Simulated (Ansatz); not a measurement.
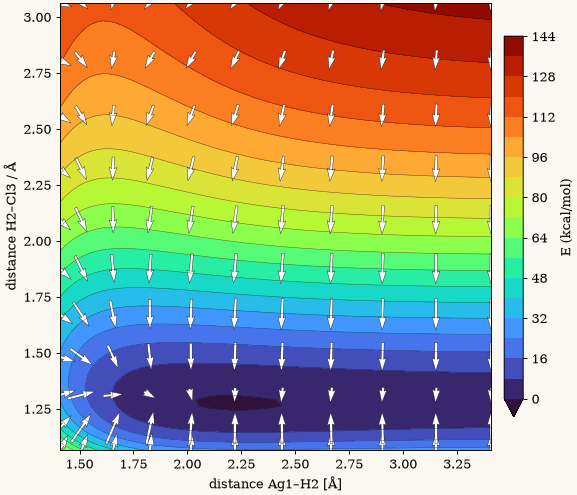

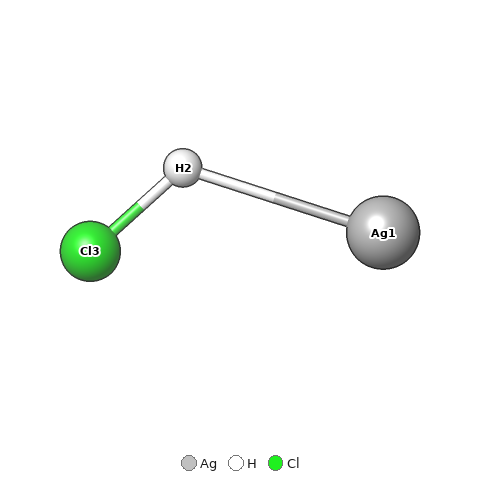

Energy landscape of the system Ag⁺ + HCl. Coordinates scanned: (1) distance Ag1–H2; (2) distance H2–Cl3. Nothing is relaxed (the angle Ag1–H2–Cl3 is fixed at 120 degrees). The scan uses an 11 × 11 grid. All energies are given in kcal/mol relative to the lowest grid point. The reference is spin-restricted, so regions where a bond is pulled apart into radicals lie too high. Level of theory: RKS PBE0-D4/def2-TZVPD (Ansatz 0.2.0).

The picture shows filled contours, arrows along the force (downhill), their lengths compressed. Between grid points the surface is interpolated. The second picture is the structure at the lowest point.

Q: Summarise what can be read from the map.

A: The lowest grid point is at distance Ag1–H2 = 2.220 Å, distance H2–Cl3 = 1.311 Å. No other kind of well shows on this grid. The highest grid point, distance Ag1–H2 = 3.408 Å, distance H2–Cl3 = 3.064 Å, lies 139 kcal/mol above the lowest.

Each point was launched as `ansatz run input.yaml --threads 1 --pin off --max-ram 2560MiB --backend cpu --events-out ev --progress --plain --runs-dir out`. Time for the 121 points that were run: 13 min on 1 thread of Intel(R) Xeon(R) Processor @ 2.50GHz (Skylake/Cascade Lake) (shared host).
